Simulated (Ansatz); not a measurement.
# CHBrFSi (charge +1, triplet): what the fields show

The calculation's input:

```
crystal:
  periodic: [false, false, false]
  atoms:
    - symbol: C
      position_ang: [-1.314098, 1.925060, -2.988205]
    - symbol: Br
      position_ang: [-3.559899, -0.696677, -2.793988]
    - symbol: F
      position_ang: [-3.331978, 1.896850, -0.991432]
    - symbol: Si
      position_ang: [-2.690949, 1.145138, -2.221322]
    - symbol: H
      position_ang: [-0.497409, 2.056143, -3.702929]
basis:
  gaussian:
    orbitals: def2-TZVPD
total_charge: 1
magnetization:
  spin_polarized: true
  initial_magnetization: 2
hamiltonian:
  xc: {name: PBE0}
output: {forces: true, orbitals: {seedname: orbitals}}
```

Command:

```sh
ansatz run input.yaml --threads 1 --pin off --max-ram 2610MiB --events-out events.jsonl --progress --plain --runs-dir runs
```

Geometry: B3LYP-D3(BJ)/def2-SVP.

These are results of Ansatz, isolated molecule in a Gaussian basis; Kohn-Sham density functional theory, functional PBE0, not measurements.

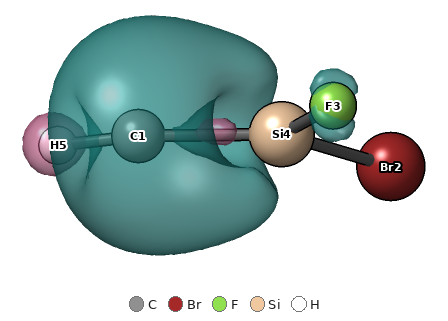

Figure 1. Isosurfaces of the spin density at +0.03 (teal) and −0.03 e/Å³ (pink), seen from one side.

### Describe the spin distribution.

The unpaired spin (2 electrons) lies mostly on C1 (about 1.5), Si4 (about 0.3) and Br2 (about 0.1), in electrons by Hirshfeld's partition.

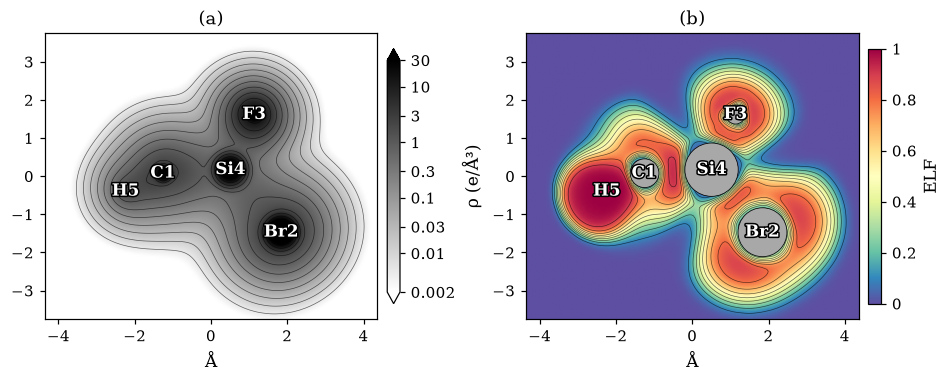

Figure 2. (a) electron density; (b) electron localisation function on the molecular plane. Grey discs cover the atomic cores in the ELF map.

### Interpret the plot.

The section cuts through C, Br, F, Si and H sites. Si–F (1.58 Å): ρ is about 1.3 e/Å³ halfway; the ELF peaks at about 0.85 in the valence shell of F, 0.6 Å from its nucleus, and is about 0.55 at the midpoint. C–Si (1.76 Å): ρ is about 1.1 e/Å³ halfway; the ELF peaks at about 0.95 between the atoms; a covalent bond. Si–Br (2.12 Å): ρ is about 0.93 e/Å³ halfway; the ELF peaks at about 0.85 between the atoms (a polar covalent bond). C–H (1.09 Å): ρ at the midpoint is about 2.1 e/Å³; the ELF climbs to about 1 towards the hydrogen, as it does in any bond to H (an ordinary covalent bond to hydrogen). The ELF also peaks beside Br2 and F3, away from the bonds: non-bonding electrons, paired or unpaired.

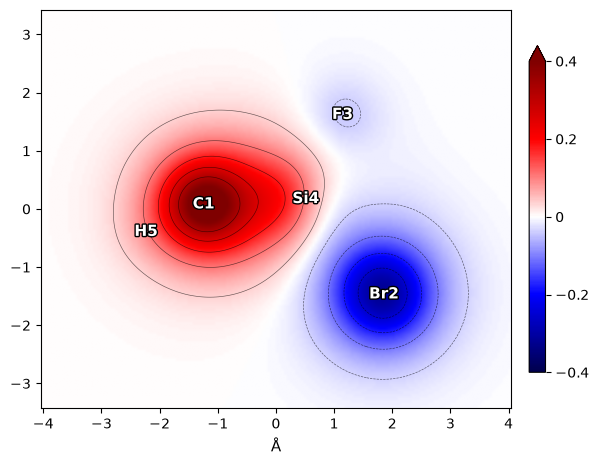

Figure 3. The HOMO−1 (α) on a plane 0.8 Å above the molecular plane (values in Å⁻³ᐟ²; the overall sign is arbitrary).

### What is the character of this orbital?

It lies mainly on C1 (about 55 %), Br2 (about 25 %) and Si4 (about 15 %); it changes sign across the molecular plane (π type); π-antibonding (a node) across Br2–Si4. Its energy is −14.70 eV.

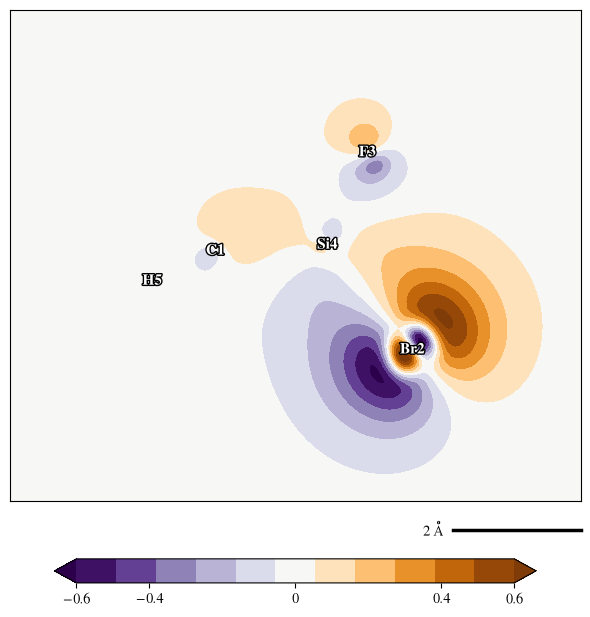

Figure 4. The HOMO (β) on the molecular plane (values in Å⁻³ᐟ²; the overall sign is arbitrary).

### Describe this orbital and give its energy.

It lies mainly on Br2 (about 85 %); it is symmetric in the molecular plane (an in-plane orbital: σ, lone-pair or in-plane π type); largely a lone pair of Br2. Its energy is −15.25 eV.
